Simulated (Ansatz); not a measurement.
# CHClSn (SMILES Cl[CH]=[Sn]): what the fields show

```xyz
4

C     1.7097    1.6500    0.2282
Cl    0.4238    0.9982   -0.7470
Sn    3.5270    0.7679    0.3766
H     1.4046    2.5766    0.7343
```

Geometry: PBE0-D3(BJ)/def2-SVP; core potentials replace the inner electrons of Sn.

The calculation used isolated molecule in a Gaussian basis; Kohn-Sham density functional theory, functional PBE0 in Ansatz 0.2.0.

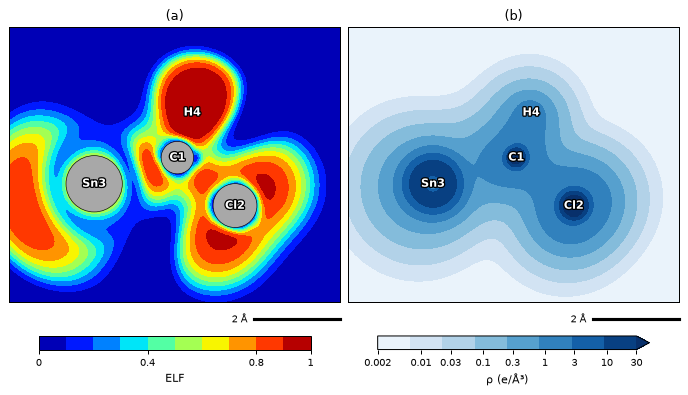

Figure 1. (a) electron localisation function; (b) electron density on the molecular plane. Grey discs cover the atomic cores in the ELF map.

Question: What does the map show?

Answer: The plane passes through C, Cl, Sn and H nuclei. C–Cl (1.74 Å): ρ is about 1.4 e/Å³ halfway; the ELF peaks at about 0.85 between the atoms, as expected for localised, covalent bonding. C–Sn (2.03 Å): the density is about 0.85 e/Å³ at the midpoint; the ELF peaks at about 0.90 in the valence shell of C, 0.7 Å from its nucleus, and drops to about 0.20 between the two atoms. C–H (1.10 Å): ρ at the midpoint is about 2 e/Å³; the ELF climbs to about 1 towards the hydrogen, as it does in any bond to H (an ordinary covalent bond to hydrogen). The ELF also peaks beside Cl2, away from the bonds: lone-pair regions.

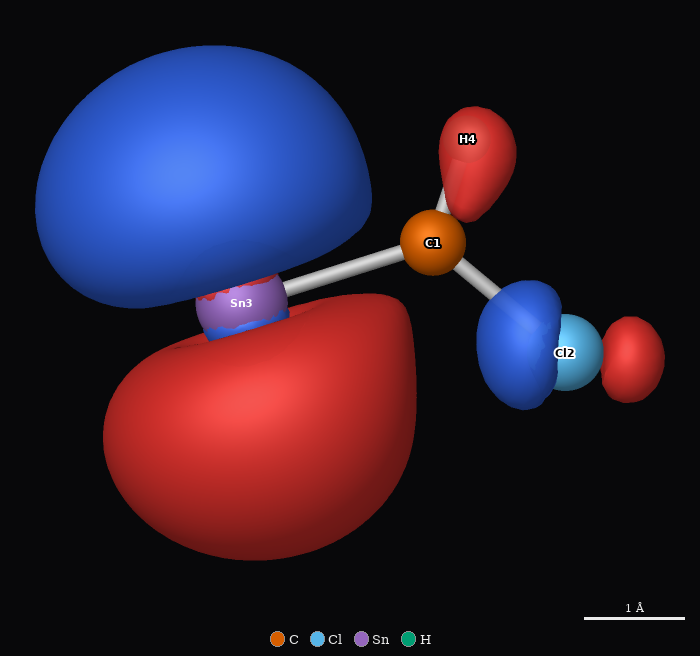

Figure 2. The LUMO at ±0.08 Å⁻³ᐟ² (red and blue are the two phases), seen across its widest extent.

Question: Describe this orbital and give its energy.

Answer: Its weight (Hirshfeld) is mainly on Sn3 (about 90 %); it is symmetric in the molecular plane (an in-plane orbital: σ, lone-pair or in-plane π type). Its energy is −3.04 eV.
